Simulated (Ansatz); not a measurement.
# CH6FGaGe: one species, many methods, part 2 of 2

Ansatz 0.2.0, Gaussian basis; functionals in def2-TZVPP, the program's frozen cores in correlated methods.

## (14) CAM-B3LYP-D4 (range-separated)

File in.yaml:

```yaml
crystal:
  periodic: [false, false, false]
  atoms:
    - {symbol: F, position_ang: [-1.336867, 0.320633, 0.974456]}
    - {symbol: Ge, position_ang: [-0.600736, 1.162310, -0.464159]}
    - {symbol: C, position_ang: [0.808815, -0.108427, -0.674705]}
    - {symbol: Ga, position_ang: [0.251457, -1.266548, 0.890964]}
    - {symbol: H, position_ang: [-1.752832, 1.181523, -1.476581]}
    - {symbol: H, position_ang: [-0.276526, 2.557591, 0.084220]}
    - {symbol: H, position_ang: [1.792642, 0.341243, -0.543893]}
    - {symbol: H, position_ang: [0.755576, -0.628842, -1.630508]}
    - {symbol: H, position_ang: [-0.616497, -2.533663, 0.580148]}
    - {symbol: H, position_ang: [0.974958, -1.025829, 2.260057]}
basis:
  gaussian: {orbitals: def2-TZVPP}
hamiltonian: {xc: {name: CAM-B3LYP}, dispersion: d4}
output: {orbitals: {seedname: orbitals}}
```

Started as:

```
$ ansatz run in.yaml --threads 4 --pin off --events-out ev --progress --plain --max-ram 10444MiB
```

Output, cut to the lines that bear on the results:

```text
Functional definition: CAM-B3LYP
  name "CAM-B3LYP"
  cite "Yanai, Tew & Handy, Chem. Phys. Lett. 393, 51 (2004) doi:10.1016/j.cplett.2004.06.011"
  cite "Iikura, Tsuneda, Yanai & Hirao, J. Chem. Phys. 115, 3540 (2001) doi:10.1063/1.1383587"
  cite "Becke, Phys. Rev. A 38, 3098 (1988) doi:10.1103/PhysRevA.38.3098"
  cite "Lee, Yang & Parr, Phys. Rev. B 37, 785 (1988) doi:10.1103/PhysRevB.37.785"
  cite "Vosko, Wilk & Nusair, Can. J. Phys. 58, 1200 (1980) doi:10.1139/p80-159"
[...]
  # Exact exchange under (alpha + beta erf(omega r))/r, Becke's under what is left of 1/r.
[...]
1482 factors; their error is unknown
354 factors; integrals over basis functions are off by at most 9.1e-6 eV
[...]
mean field -112755.75950502 eV, -4143.6977332107 hartree, gradient 8.6e-5 eV, S^2 0.000000; 0 other end points of the search recorded, 0 dependent functions left out
reference -112755.75964896 eV, -4143.6977385003 hartree; 42, 42 occupied and 200, 200 virtual orbitals, 1482 factors
Total energy: -112755.95359827 eV, -4143.7048660061 hartree
```

Wall time 4.4 s (4 threads of Arm Neoverse V1, shared host); peak memory 0.93 GiB.

Atomisation energy: 3058.3 kJ/mol (free atoms -112724.256 eV, run apart). HOMO -9.08 eV, LUMO -0.04 eV.

## (15) LC-ωPBE (range-separated)

Edit in.yaml of step 14 so:

```diff
@@ -15,3 +15,3 @@
   gaussian: {orbitals: def2-TZVPP}
-hamiltonian: {xc: {name: CAM-B3LYP}, dispersion: d4}
+hamiltonian: {xc: {name: LC-wPBE}}
 output: {orbitals: {seedname: orbitals}}
```

Same command.

Output, cut to the lines that bear on the results:

```text
Functional definition: LC-wPBE
  name "LC-wPBE"
  cite "Vydrov & Scuseria, J. Chem. Phys. 125, 234109 (2006) doi:10.1063/1.2409292"
  cite "Heyd & Scuseria, J. Chem. Phys. 120, 7274 (2004) doi:10.1063/1.1668634"
  cite "Ernzerhof & Perdew, J. Chem. Phys. 109, 3313 (1998) doi:10.1063/1.476928"
  cite "Perdew, Burke & Ernzerhof, Phys. Rev. Lett. 77, 3865 (1996) doi:10.1103/PhysRevLett.77.3865"
  parent pbe
[...]
1416 factors; their error is unknown
428 factors; integrals over basis functions are off by at most 1.6e-5 eV
[...]
mean field -112734.33408448 eV, -4142.9103635287 hartree, gradient 5.7e-5 eV, S^2 0.000000; 0 other end points of the search recorded, 0 dependent functions left out
reference -112734.33408449 eV, -4142.9103635289 hartree; 42, 42 occupied and 200, 200 virtual orbitals, 1416 factors
Total energy: -112734.33408449 eV, -4142.9103635289 hartree
```

Wall time 3.2 s (4 threads of Arm Neoverse V1, shared host); peak memory 0.51 GiB.

With the free atoms at this level, -112702.745 eV in sum, the atomisation energy is 3047.9 kJ/mol. HOMO -10.44 eV, LUMO 1.15 eV.

## (16) ωB97X-V (range-separated)

Edit in.yaml of step 15 so:

```diff
@@ -15,3 +15,3 @@
   gaussian: {orbitals: def2-TZVPP}
-hamiltonian: {xc: {name: LC-wPBE}}
+hamiltonian: {xc: {name: wB97X-V}}
 output: {orbitals: {seedname: orbitals}}
```

Launched as before.

Output, cut to the lines that bear on the results:

```text
Functional definition: wB97X-V
  name "wB97X-V"
  cite "Mardirossian & Head-Gordon, Phys. Chem. Chem. Phys. 16, 9904 (2014) doi:10.1039/C3CP54374A"
  cite "Becke, J. Chem. Phys. 107, 8554 (1997) doi:10.1063/1.475007"
  cite "Vydrov & Van Voorhis, J. Chem. Phys. 133, 244103 (2010) doi:10.1063/1.3521275"
[...]
      + integral(e_c_pw_opposite_spin*poly(b97_u_opposite, cos0, cos1)) + vv10(b, c)
1482 factors; their error is unknown
333 factors; integrals over basis functions are off by at most 5.5e-6 eV
[...]
mean field -112739.39396566 eV, -4143.0963107321 hartree, gradient 4.0e-5 eV, S^2 0.000000; 0 other end points of the search recorded, 0 dependent functions left out
reference -112739.39396340 eV, -4143.0963106490 hartree; 42, 42 occupied and 200, 200 virtual orbitals, 1482 factors
Total energy: -112739.39396340 eV, -4143.0963106490 hartree
```

It took 10 s on 4 threads of Arm Neoverse V1, shared host; peak memory 1 GiB.

Atomisation energy: 3077.5 kJ/mol (free atoms -112707.498 eV, run apart). HOMO -10.08 eV, LUMO 0.99 eV.

## (17) ωB97M-V (range-separated)

Edit in.yaml of step 16 so:

```diff
@@ -15,3 +15,3 @@
   gaussian: {orbitals: def2-TZVPP}
-hamiltonian: {xc: {name: wB97X-V}}
-output: {orbitals: {seedname: orbitals}}
+hamiltonian: {xc: {name: wB97M-V}}
+output: {forces: true, orbitals: {seedname: orbitals}}
```

Same command.

Output, cut to the lines that bear on the results:

```text
Functional definition: wB97M-V
  name "wB97M-V"
  cite "Mardirossian & Head-Gordon, J. Chem. Phys. 144, 214110 (2016) doi:10.1063/1.4952647"
  cite "Becke, J. Chem. Phys. 107, 8554 (1997) doi:10.1063/1.475007"
  cite "Vydrov & Van Voorhis, J. Chem. Phys. 133, 244103 (2010) doi:10.1063/1.3521275"
  # Of w^i u^j: cxij and so on, Table III.
[...]
  gx(w, u) = 1 - cx + cx01*u + cx10*w
  gss(w, u) = css00 + css04*u^4 + css10*w + css20*w^2 + css43*w^4*u^3
  gos(w, u) = cos00 + cos10*w + (cos20 + cos21*u)*w^2 + (cos60 + cos61*u)*w^6
[...]
      + integral(e_c_pw_mod_opposite_spin*gos(b97_w_opposite, b97_u_opposite)) + vv10(b, c)
1479 factors; their error is unknown
333 factors; integrals over basis functions are off by at most 5.5e-6 eV
[...]
Atom 0 at    -1.336867     0.320633     0.974456 Å, force    -0.013529    -0.054379     0.061683 eV/Å
Atom 1 at    -0.600736     1.162310    -0.464159 Å, force    -0.034105     0.159836    -0.109314 eV/Å
Atom 2 at     0.808815    -0.108427    -0.674705 Å, force     0.047792    -0.018815    -0.028710 eV/Å
Atom 3 at     0.251457    -1.266548     0.890964 Å, force    -0.009914    -0.069801     0.071474 eV/Å
Atom 4 at    -1.752832     1.181523    -1.476581 Å, force     0.100744     0.000342     0.083352 eV/Å
Atom 5 at    -0.276526     2.557591     0.084220 Å, force    -0.026090    -0.117009    -0.051451 eV/Å
Atom 6 at     1.792642     0.341243    -0.543893 Å, force    -0.081350    -0.033828    -0.015311 eV/Å
Atom 7 at     0.755576    -0.628842    -1.630508 Å, force     0.005974     0.047658     0.075754 eV/Å
Atom 8 at    -0.616497    -2.533663     0.580148 Å, force     0.072456     0.107250     0.027341 eV/Å
Atom 9 at     0.974958    -1.025829     2.260057 Å, force    -0.061978    -0.021255    -0.114819 eV/Å
Dipole moment:     0.159133     0.349152    -0.461504 e Å
```

Wall time 15 s (4 threads of Arm Neoverse V1, shared host); peak memory 1.1 GiB.

With the free atoms at this level, -112711.378 eV in sum, the atomisation energy is 3046.1 kJ/mol. HOMO -9.93 eV, LUMO 0.76 eV.

## (18) B2PLYP (double hybrid)

Edit in.yaml of step 17 so:

```diff
@@ -15,3 +15,2 @@
   gaussian: {orbitals: def2-TZVPP}
-hamiltonian: {xc: {name: wB97M-V}}
-output: {forces: true, orbitals: {seedname: orbitals}}
+hamiltonian: {xc: {name: B2PLYP}}
```

Launched as before.

Output, cut to the lines that bear on the results:

```text
Functional definition: B2PLYP
  name "B2PLYP"
  cite "Grimme, J. Chem. Phys. 124, 034108 (2006) doi:10.1063/1.2148954"
  cite "Becke, Phys. Rev. A 38, 3098 (1988) doi:10.1103/PhysRevA.38.3098"
  cite "Lee, Yang & Parr, Phys. Rev. B 37, 785 (1988) doi:10.1103/PhysRevB.37.785"
[...]
1480 factors; integrals over basis functions are off by at most 1.2e-3 eV
[...]
mean field -112719.73650619 eV, -4142.3739124209 hartree, gradient 8.1e-6 eV, S^2 0.000000; 0 other end points of the search recorded, 0 dependent functions left out
20 core orbitals not correlated: weight in the atoms' cores, before any rotation towards them, 1.000 or more for the frozen orbitals, at most 0.000 for the correlated occupied ones
reference -112719.73669278 eV, -4142.3739192779 hartree; 22, 22 occupied and 200, 200 virtual orbitals, 1480 factors
second order -30.57195704 eV of doubles, -0.00000000 eV of singles
Total energy: -112727.99112118 eV, -4142.6772639265 hartree
```

Wall time 6.5 s (4 threads of Arm Neoverse V1, shared host); peak memory 0.7 GiB.

Atomisation energy: 3012.2 kJ/mol (free atoms -112696.772 eV, run apart).

## (19) PBE-QIDH (double hybrid)

Edit in.yaml of step 18 so:

```diff
@@ -15,2 +15,2 @@
   gaussian: {orbitals: def2-TZVPP}
-hamiltonian: {xc: {name: B2PLYP}}
+hamiltonian: {xc: {name: PBE-QIDH}}
```

The command is unchanged.

Output, cut to the lines that bear on the results:

```text
Functional definition: PBE-QIDH
  name "PBE-QIDH"
  cite "Brémond, Sancho-García, Pérez-Jiménez & Adamo, J. Chem. Phys. 141, 031101 (2014) doi:10.1063/1.4890314"
  cite "Perdew, Burke & Ernzerhof, Phys. Rev. Lett. 77, 3865 (1996) doi:10.1103/PhysRevLett.77.3865"
[...]
1480 factors; integrals over basis functions are off by at most 1.2e-3 eV
[...]
mean field -112704.58905204 eV, -4141.8172537481 hartree, gradient 7.1e-6 eV, S^2 0.000000; 0 other end points of the search recorded, 0 dependent functions left out
20 core orbitals not correlated: weight in the atoms' cores, before any rotation towards them, 1.000 or more for the frozen orbitals, at most 0.000 for the correlated occupied ones
reference -112704.58906613 eV, -4141.8172542658 hartree; 22, 22 occupied and 200, 200 virtual orbitals, 1480 factors
second order -28.34916807 eV of doubles, -0.00000000 eV of singles
Total energy: -112714.03878882 eV, -4142.1645251695 hartree
```

Run time: 6.5 s. Hardware: 4 threads of Arm Neoverse V1, shared host; peak memory 0.7 GiB.

Atomisation energy: 3042.2 kJ/mol (free atoms -112682.509 eV, run apart).

## (20) Orbital energies across the functionals

Dipoles come from the runs that computed forces. Levels, from each run's orbital file:

| functional | HOMO (eV) | LUMO (eV) | gap (eV) | dipole (D) |
| --- | --- | --- | --- | --- |
| LDA (SPW92) | -6.77 | -2.10 | 4.67 |  |
| PBE-D4 | -6.63 | -1.81 | 4.82 | 2.75 |
| revPBE-D4 | -6.57 | -1.68 | 4.89 |  |
| BLYP-D4 | -6.48 | -1.72 | 4.76 |  |
| r2SCAN-D4 | -6.89 | -1.51 | 5.37 | 2.82 |
| B97M-V | -6.97 | -1.68 | 5.29 |  |
| PBE0-D4 | -7.79 | -0.97 | 6.81 |  |
| B3LYP-D4 | -7.57 | -1.22 | 6.34 | 2.87 |
| r2SCANh-D4 | -7.32 | -1.23 | 6.09 |  |
| r2SCAN0-D4 | -7.96 | -0.80 | 7.16 |  |
| HSE06-D4 | -7.39 | -1.34 | 6.05 |  |
| BHLYP-D4 | -8.83 | -0.15 | 8.68 |  |
| CAM-B3LYP-D4 | -9.08 | -0.04 | 9.04 |  |
| LC-ωPBE | -10.44 | 1.15 | 11.58 |  |
| ωB97X-V | -10.08 | 0.99 | 11.07 |  |
| ωB97M-V | -9.93 | 0.76 | 10.69 | 2.88 |

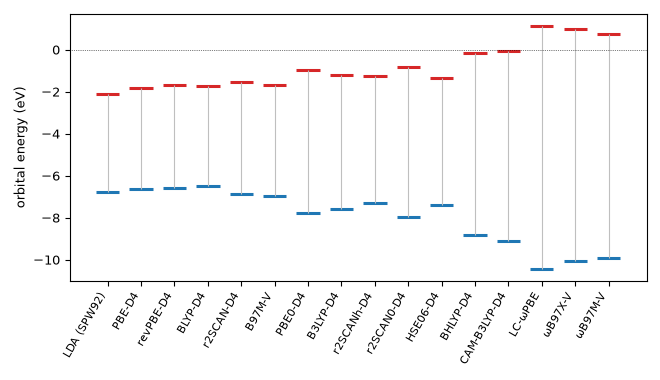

Highest occupied (blue) and lowest empty (red) level by functional.

## (21) CCSD(T) in def2-SVP

Edit in.yaml of step 19 so:

```diff
@@ -14,3 +14,3 @@
 basis:
-  gaussian: {orbitals: def2-TZVPP}
-hamiltonian: {xc: {name: PBE-QIDH}}
+  gaussian: {orbitals: def2-SVP}
+correlation: {method: ccsd_t}
```

Launched as before.

Output, cut to the lines that bear on the results:

```text
Functional definition: HF
  name "HF"
  cite "Fock, Z. Phys. 61, 126 (1930) doi:10.1007/BF01340294"
  parent pbe
[...]
1223 factors; integrals over basis functions are off by at most 1.3e-3 eV
[...]
mean field -112623.07622713 eV, -4138.8217126841 hartree, gradient 8.9e-7 eV, S^2 0.000000; 0 other end points of the search recorded, 0 dependent functions left out
20 core orbitals not correlated: weight in the atoms' cores, before any rotation towards them, 1.000 or more for the frozen orbitals, at most 0.000 for the correlated occupied ones
reference -112623.07622713 eV, -4138.8217126841 hartree; 22, 22 occupied and 80, 80 virtual orbitals, 1223 factors
second order -21.28107861 eV of doubles, -0.00000000 eV of singles
cycle   1  -20.98249010 eV  change    3.0e-1 eV  update   1.2e-1
[...]
cycle   8  -21.80131922 eV  change    3.4e-5 eV  update   4.8e-5
perturbative correction -0.60163446 eV, -0.0221096587 hartree
Total energy: -112645.47918081 eV, -4139.6450060466 hartree
```

Run time: 13 s. Hardware: 4 threads of Arm Neoverse V1, shared host; peak memory 0.69 GiB.

## (22) CCSD(T) in def2-TZVPP

Edit in.yaml of step 21 so:

```diff
@@ -14,3 +14,4 @@
 basis:
-  gaussian: {orbitals: def2-SVP}
+  gaussian: {orbitals: def2-TZVPP}
 correlation: {method: ccsd_t}
+output: {orbitals: {seedname: orbitals}}
```

The command is unchanged.

Output, cut to the lines that bear on the results:

```text
Functional definition: HF
  name "HF"
  cite "Fock, Z. Phys. 61, 126 (1930) doi:10.1007/BF01340294"
  parent pbe
[...]
1480 factors; integrals over basis functions are off by at most 1.2e-3 eV
[...]
mean field -112641.68545085 eV, -4139.5055890422 hartree, gradient 2.8e-6 eV, S^2 0.000000; 0 other end points of the search recorded, 0 dependent functions left out
20 core orbitals not correlated: weight in the atoms' cores, before any rotation towards them, 1.000 or more for the frozen orbitals, at most 0.000 for the correlated occupied ones
reference -112641.68545085 eV, -4139.5055890422 hartree; 22, 22 occupied and 200, 200 virtual orbitals, 1480 factors
second order -25.16278442 eV of doubles, -0.00000000 eV of singles
cycle   1  -24.81202605 eV  change    3.5e-1 eV  update   1.3e-1
[...]
cycle   9  -25.73187954 eV  change   -2.0e-5 eV  update   2.6e-5
perturbative correction -0.93143257 eV, -0.0342295155 hartree
Total energy: -112668.34876296 eV, -4140.4854476890 hartree
```

Wall time 4.4 min (4 threads of Arm Neoverse V1, shared host); peak memory 4.9 GiB.

## (23) MP2 in def2-QZVPP

Edit in.yaml of step 22 so:

```diff
@@ -14,4 +14,3 @@
 basis:
-  gaussian: {orbitals: def2-TZVPP}
-correlation: {method: ccsd_t}
-output: {orbitals: {seedname: orbitals}}
+  gaussian: {orbitals: "def2-QZVPP.json"}
+correlation: {method: mp2}
```

The command is unchanged.

Output:

```text
Functional definition: HF
  name "HF"
  cite "Fock, Z. Phys. 61, 126 (1930) doi:10.1007/BF01340294"
  parent pbe
  exchange = exact_x
  correlation = 0
2938 factors; integrals over basis functions are off by at most 1.0e-3 eV
mean field evaluation 1: about -112640.3347 eV, gradient 4.0e1 eV
mean field evaluation 2: about -112640.4205 eV, gradient 4.0e1 eV
mean field evaluation 4: about -112644.0641 eV, gradient 3.8e0 eV
mean field evaluation 8: about -112644.1117 eV, gradient 3.2e-1 eV
mean field -112644.11166340 eV, -4139.5947507086 hartree, gradient 2.2e-6 eV, S^2 0.000000; 0 other end points of the search recorded, 0 dependent functions left out
20 core orbitals not correlated: weight in the atoms' cores, before any rotation towards them, 1.000 or more for the frozen orbitals, at most 0.000 for the correlated occupied ones
reference -112644.11166340 eV, -4139.5947507086 hartree; 22, 22 occupied and 430, 430 virtual orbitals, 2938 factors
second order -40.02495828 eV of doubles, -0.00000000 eV of singles
Total energy: -112684.13662168 eV, -4141.0656407955 hartree
```

Run time: 28 s. Hardware: 4 threads of Arm Neoverse V1, shared host; peak memory 3.1 GiB.

Energy pieces by basis (eV):

| basis | HF | MP2 correlation | CCSD correlation | (T) | total |
| --- | --- | --- | --- | --- | --- |
| def2-SVP | -112623.0762 | -21.2811 | -21.8013 | -0.6016 | -112645.4792 |
| def2-TZVPP | -112641.6855 | -25.1628 | -25.7319 | -0.9314 | -112668.3488 |
| def2-QZVPP | -112644.1117 | -40.0250 |  |  | -112684.1366 (MP2) |

The report of the def2-TZVPP run gives T1 = 0.0124.

## (24) Extrapolating to the complete basis

This step is arithmetic on the last runs, with X = 3 and 4: exp(−7.88√X) for Hartree-Fock, X^−2.97 for correlation; only MP2 was run in the larger set, so CCSD(T) minus MP2 is added from the smaller one.

| level | energy at the limit (eV) |
| --- | --- |
| HF | -112644.4458 |
| MP2 | -112695.4798 |
| CCSD | -112696.0489 |
| CCSD(T) | -112696.9803 |

This is no true limit for total energies: MP2 correlation changes by a factor of 1.59 from triple to quadruple zeta (about 1.07 in light molecules), because outer-core shells are correlated in sets not made for them. Much of that cancels between molecule and atoms or ions.

## (25) RPA on PBE orbitals

Edit in.yaml of step 23 so:

```diff
@@ -14,3 +14,4 @@
 basis:
-  gaussian: {orbitals: "def2-QZVPP.json"}
-correlation: {method: mp2}
+  gaussian: {orbitals: def2-TZVPP}
+hamiltonian: {xc: pbe}
+correlation: {method: rpa}
```

Launched as before.

Output, cut to the lines that bear on the results:

```text
Functional definition: PBE
  name "PBE"
  cite "Perdew, Burke & Ernzerhof, Phys. Rev. Lett. 77, 3865 (1996) doi:10.1103/PhysRevLett.77.3865"
  parent pbe
[...]
1480 factors; integrals over basis functions are off by at most 1.2e-3 eV
[...]
mean field -112729.54136254 eV, -4142.7342342460 hartree, gradient 1.7e-6 eV, S^2 0.000000; 0 other end points of the search recorded, 0 dependent functions left out
20 core orbitals not correlated: weight in the atoms' cores, before any rotation towards them, 1.000 or more for the frozen orbitals, at most 0.000 for the correlated occupied ones
reference -112639.35993899 eV, -4139.4201280575 hartree; 22, 22 occupied and 200, 200 virtual orbitals, 1480 factors
Total energy: -112679.34004536 eV, -4140.8893698672 hartree
```

It took 5.5 s on 4 threads of Arm Neoverse V1, shared host; peak memory 0.59 GiB.

RPA correlation: -39.980 eV. No RPA run of the hydrogen atom was made, so RPA has no atomisation energy below.

## (26) All levels against the reference

Atomisation energy = energies of 1 F, 1 Ge, 1 C, 1 Ga, 6 H (separate runs, same level) minus the molecule's; electronic only, no spin-orbit term.

Differences are taken before rounding.

| method | rung | atomisation energy (kJ/mol) | from CCSD(T)/CBS (kJ/mol) | time |
| --- | --- | --- | --- | --- |
| LDA (SPW92) | LDA | 3465.5 | +389.6 | 1.4 s |
| PBE-D4 | GGA | 3052.7 | -23.2 | 2.9 s |
| revPBE-D4 | GGA | 2981.5 | -94.4 | 2.3 s |
| BLYP-D4 | GGA | 2998.2 | -77.7 | 2.4 s |
| r2SCAN-D4 | meta-GGA | 3069.3 | -6.7 | 6 s |
| B97M-V | meta-GGA | 3088.6 | +12.7 | 11 s |
| PBE0-D4 | hybrid | 3024.6 | -51.4 | 3.9 s |
| B3LYP-D4 | hybrid | 3023.8 | -52.1 | 6 s |
| r2SCANh-D4 | hybrid | 3052.5 | -23.4 | 7 s |
| r2SCAN0-D4 | hybrid | 3029.5 | -46.5 | 7 s |
| HSE06-D4 | hybrid | 3024.6 | -51.4 | 4.2 s |
| BHLYP-D4 | hybrid | 2971.6 | -104.3 | 3.9 s |
| CAM-B3LYP-D4 | range-separated | 3058.3 | -17.6 | 4.4 s |
| LC-ωPBE | range-separated | 3047.9 | -28.0 | 3.2 s |
| ωB97X-V | range-separated | 3077.5 | +1.5 | 10 s |
| ωB97M-V | range-separated | 3046.1 | -29.9 | 15 s |
| B2PLYP | double hybrid | 3012.2 | -63.7 | 6.5 s |
| PBE-QIDH | double hybrid | 3042.2 | -33.8 | 6.5 s |
| HF/def2-TZVPP | wavefunction | 2252.6 | -823.4 |  |
| MP2/def2-TZVPP | wavefunction | 3044.5 | -31.5 |  |
| CCSD/def2-TZVPP | wavefunction | 2986.4 | -89.5 |  |
| CCSD(T)/def2-SVP | wavefunction | 2903.9 | -172.0 | 13 s |
| CCSD(T)/def2-TZVPP | wavefunction | 3025.8 | -50.1 | 4.4 min |
| MP2/CBS | wavefunction | 3094.6 | +18.7 |  |
| CCSD(T)/CBS | wavefunction | 3075.9 | 0 | 4.9 min |

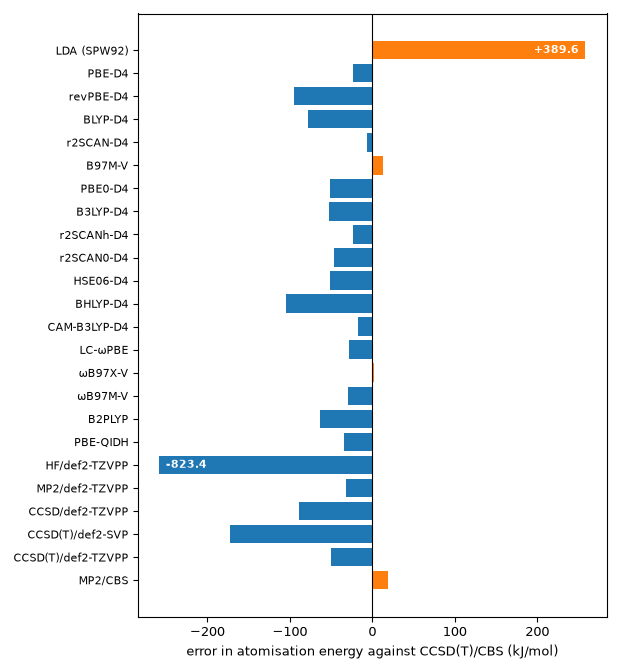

Deviations from CCSD(T)/CBS, method by method. Bars with a number in them are cut short.

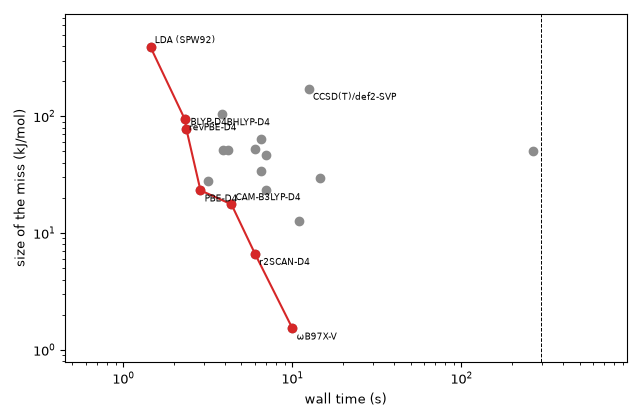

Accuracy for the time spent; red marks the levels that beat every quicker one drawn (of those quicker than the yardstick), and the dashed line is the time of CCSD(T)/CBS. Only those levels and the largest misses are named. Times are from a shared host.

LDA (SPW92), LC-ωPBE, B2PLYP, PBE-QIDH carry no dispersion term (for B3LYP, D4 adds 35.0 kJ/mol).

Times are those of the molecule's run; HF, MP2 and CCSD come out of the CCSD(T) runs, and the limit's time is the sum of the runs that it needs.

## (27) Results

What follows sums up all 2 parts.

| quantity | value |
| --- | --- |
| atomisation energy, CCSD(T)/CBS | 3075.9 kJ/mol |
| functionals within 30.8 kJ/mol (1.0 %) | PBE-D4, r2SCAN-D4, B97M-V, r2SCANh-D4, CAM-B3LYP-D4, LC-ωPBE, ωB97X-V, ωB97M-V |
| farthest beyond LDA | BHLYP-D4 (-104.3 kJ/mol) |
| mean size of error, GGA | 65.1 kJ/mol |
| mean size of error, meta-GGA | 9.7 kJ/mol |
| mean size of error, hybrid | 54.8 kJ/mol |
| mean size of error, range-separated | 19.3 kJ/mol |
| mean size of error, double hybrid | 48.7 kJ/mol |
| gap, smallest and largest | 4.67 eV (LDA (SPW92)), 11.58 eV (LC-ωPBE) |
| T1 diagnostic | 0.0124 |
| triples share of the correlation energy | 3.5 % |

What this shows: The LDA atomisation energy is off by 389.6 kJ/mol (13 %): it overbinds. PBE-D4 misses by -23.2 kJ/mol. Double hybrids carry the basis error of their MP2 part in triple zeta, and no dispersion term here, so their miss is partly the set-up's. The rungs meta-GGA, range-separated miss on average by less than the doubt on the reference (30.8 kJ/mol), so they tie. Misses under about 30.8 kJ/mol are within the doubt on the reference itself, which lacks core-valence correlation, relativity and higher excitations, and its outer-core shells are covered unevenly. Hartree-Fock recovers 73 % of the binding; the rest is correlation. CCSD(T) in def2-SVP is off by -172.0 kJ/mol, more than most functionals: a good method in a small basis is no reference. Orbital gaps span 4.7 to 11.6 eV; exact exchange widens them. Correlated methods include outer-core shells of Ga, Ge, which these sets cover unevenly.

For cost: ωB97X-V gets within 1.5 kJ/mol in 10 s, where CCSD(T)/CBS took 4.9 min; the quickest level in the cost chart, LDA (SPW92), takes 1.4 s and misses by 389.6 kJ/mol.
